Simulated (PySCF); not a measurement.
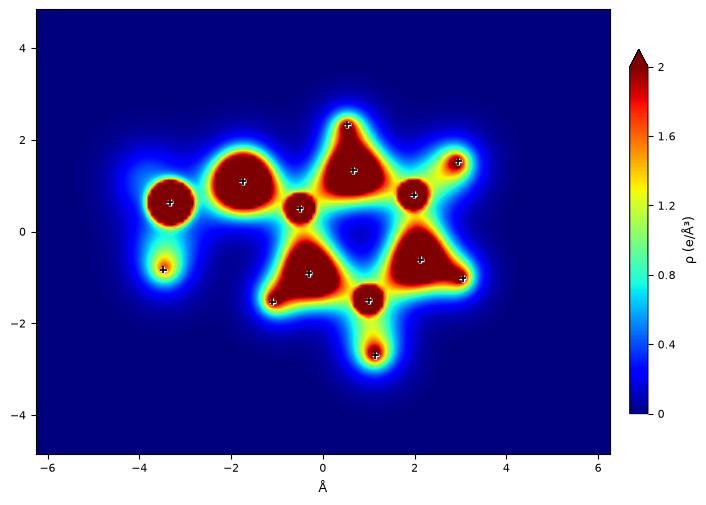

The electron density on a plane through atoms (crosses mark nuclei in the plane).

Theory: PBE0/pcSseg-1, SCF density, gas phase, non-relativistic in PySCF 2.14.0.

Candidates:
A. C$_{2}$H$_{11}$NOSi$_{2}$ (SMILES C[Si](C)(O)N[SiH3])
B. C$_{4}$H$_{13}$NSi (SMILES CN[Si](C)(C)C)
C. B$_{3}$H$_{8}$N$_{3}$OSi (SMILES [SiH3]OB1NBNBN1)

> Which candidate gave the map?

Candidate C: B$_{3}$H$_{8}$N$_{3}$OSi on the plane of atoms N1, B2 and N3, which holds N, B, O, Si and H. B–O (1.37 Å): ρ at the midpoint is about 2 e/Å³. B–N (1.42 Å): ρ is about 1.9 e/Å³ halfway.
